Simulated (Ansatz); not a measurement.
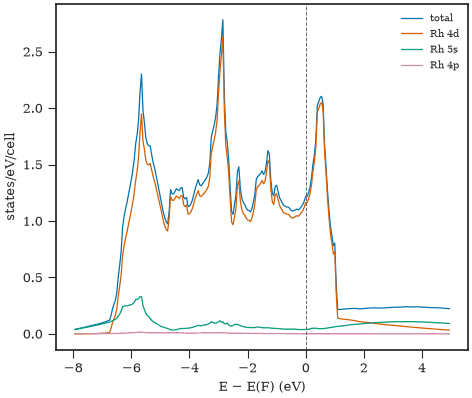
Total and projected density of states of Rh (fcc (Cu type), Fm-3m), plane-wave PAW LDA (Ansatz code)

Problem. Which orbitals carry the states next to the Fermi level?

Solution. Within 0.5 eV of the Fermi level: Rh 4d 96 %. Projections are on Löwdin-orthogonalised atomic valence shells; empty p or d shells of many metals are not among them.

Problem. Where is the tallest occupied peak in this window, and what makes it?

Solution. Near -2.8 eV, about 2.8 states/eV per cell; the largest projected share is Rh 4d.

The cell was relaxed with LDA under the symmetry of its start. No spin polarisation was allowed. Scalar-relativistic: spin–orbit coupling is off unless named, which matters more the heavier the elements.

Potentials: the later of the program's two PAW sets.
